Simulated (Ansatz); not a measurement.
A substitution series on Zr: NH2 to I

Gas-phase molecules. On one Zr centre, n of the NH2 ligands are replaced by I. The HOMO–LUMO gap y in eV at wB97M-V/def2-TZVPP. Shapes: PBE0-D4/def2-TZVP. Flexible molecules stand in one conformer, not always the lowest. Programs: Ansatz 0.2.0.

```
  molecule  n  y (eV)
  Zr(NH2)4  0   10.02
 Zr(NH2)3I  1       ?
Zr(NH2)2I2  2    9.54
      ZrI4  4    8.76
```

Q: Fit y = c + s·n to the known rows and predict Zr(NH2)3I.

A: 
1. Means of the 3 rows: n = 2.00000, y = 9.440.
2. Σ(Δn)² = 8, Σ(Δn·Δy) = -2.52, so the slope is -2.52/8 = -0.315.
3. Intercept: 9.440 − (-0.315) × 2.00000 = 10.070. The largest residual of the fit is 0.100.
4. Zr(NH2)3I: 10.070 + (-0.315) × 1 = 9.76 eV.

The run gave 9.94 eV, so the prediction is off by -0.18 eV, more than the largest residual. The steps per swap are uneven (-0.08, -0.40, -0.39), so a line is a poor model. Other levels give for Zr(NH2)3I: B3LYP-D4/def2-TZVPP 5.91; r2SCAN0-D4/def2-TZVPP 6.71 eV. Orbital gaps aren't excitation energies, and the LUMO depends on the basis. For atoms past krypton def2 sets carry core potentials with scalar relativity.

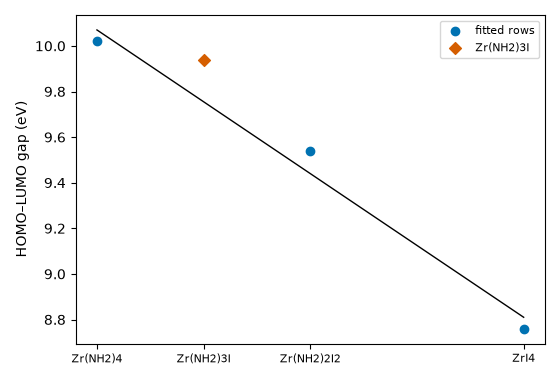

The fitted line, with the withheld member.
